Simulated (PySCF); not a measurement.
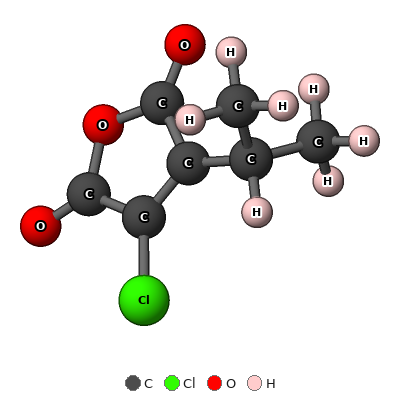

Structure of C₇H₇ClO₃, SMILES CC(C)C1=C(Cl)C(=O)OC1=O.

Simulated rotational absorption lines between 18 and 26 GHz at 2 K: rigid rotor with the equilibrium constants and dipole of one optimised conformer (PBE0-D3(BJ)/def2-SVP, PySCF 2.14.0), commonest isotopes; no centrifugal distortion, hyperfine structure, internal rotation or nuclear-spin weights; lines within 1 MHz of each other are summed. Lines of different type are drawn apart.

Q: What are the rotational constants, and what kind of rotor is it?

A: Rotational constants A, B, C = 1.269, 0.8517, 0.5729 GHz; Ray's κ = −0.20, an asymmetric top on the prolate side.

Q: Which dipole components drive the lines?

A:
|μa|, |μb|, |μc| = 2.16, 3.46, 0.01 D; b-type lines carry 81 % of the intensity in this range.

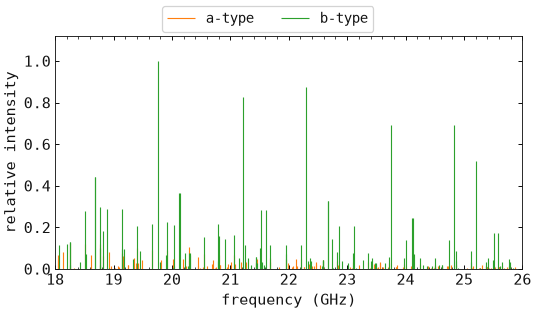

Caveats: coarse grid, loose stop and no frequency check, small forces are noise and the end may be a saddle.
